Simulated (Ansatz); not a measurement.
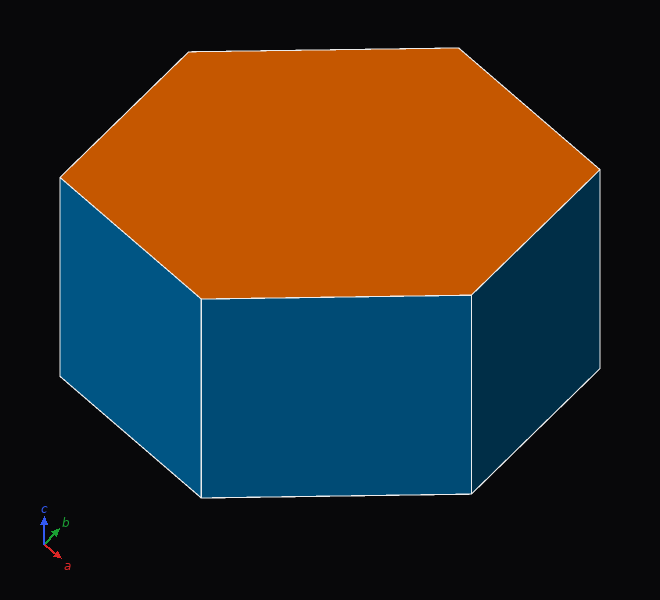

The shape was computed with the Donnay–Harker form of the Bravais–Friedel law: planes with larger spacing d grow more slowly and so show as larger faces; centring, glide planes and screw axes halve or divide d. Faces of one form share a colour. Cell of KRu2: space group P-3m1 (No. 164), a = 3.747 Å, b = 3.747 Å, c = 6.479 Å, α = 90.00°, β = 90.00°, γ = 120.00°. Origin: the end point of a relaxation with DFT PBE, scalar-relativistic, plane waves, PAW in Ansatz 0.2.0; the starting structure was generated, so it need not be a known form of this composition. Forms under 0.4 % of the area are left out.

### Which form is which colour?

blue: {100} (d = 3.25 Å, 50 % of the area); orange: {001} (d = 6.48 Å, 50 % of the area).
